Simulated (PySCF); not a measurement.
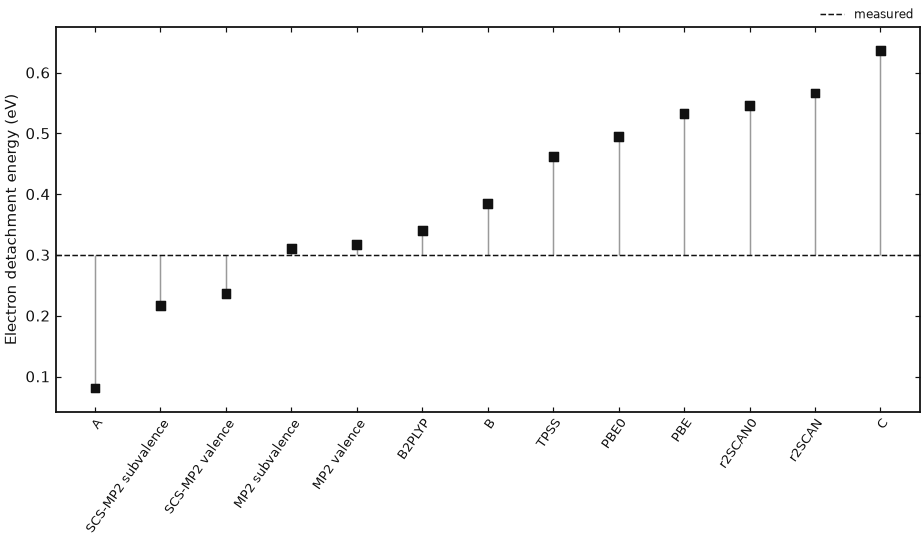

The electron detachment energy of In⁻ ([Kr] 4d¹⁰ 5s² 5p² → [Kr] 4d¹⁰ 5s² 5p) by several methods, in rising order. PySCF, aug-cc-pwCVDZ-PP with a 28-electron core potential, unrestricted single determinants, no spin-orbit coupling. Methods marked “valence” freeze 18 core electrons; methods marked “subvalence” freeze no core electrons. The lettered entries are BLYP, HF and LDA in some order.

Question: Which letter is which method?

Answer: A is HF (0.081 eV); B is BLYP (0.385 eV); C is LDA (0.636 eV). The values run from 0.081 eV (HF) to 0.636 eV (LDA). The measured value is 0.300 eV; nearest to it come MP2 subvalence (+0.011) and MP2 valence (+0.018), furthest LDA (+0.336 eV).

Known limits: highest occupied orbital is unbound; spin-orbit shift not estimated.
